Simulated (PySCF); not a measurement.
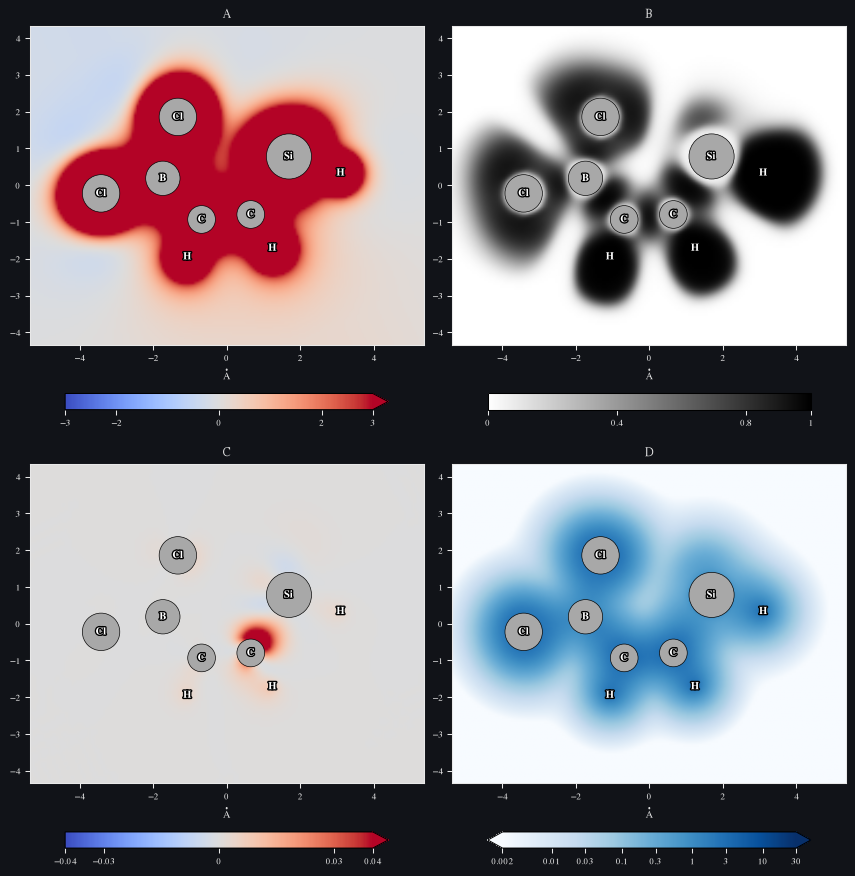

C₄H₆BCl₂Si (SMILES C=[C][SiH2]/C=C\B(Cl)Cl) (doublet): 4 fields on the plane of atoms C5, C4 and H13, with unlabelled colour scales. Grey discs cover the atomic cores.

Geometry: GFN2-xTB.

All numbers below come from UKS B3LYP, pcH-1 on B C Cl H Si, non-relativistic, mean-field spin-orbit, GIAO in PySCF 2.14.0, density-fitted response routines.

Which field does each panel show? The fields are: electron density, electron localisation function, electrostatic potential and spin density.

Answer. Panel A: electrostatic potential (strongly positive close to the atoms and fading to about zero outside). Panel B: electron localisation function. Panel C: spin density (confined to the atoms that carry the unpaired spin). Panel D: electron density. From the grid: C–B (1.54 Å): the density is about 1.5 e/Å³ at the midpoint; the ELF peaks at about 1 between the atoms; a covalent bond. B–Cl (1.72 Å): ρ is about 1.4 e/Å³ halfway; the ELF peaks at about 0.90 between the atoms: a polar covalent bond.
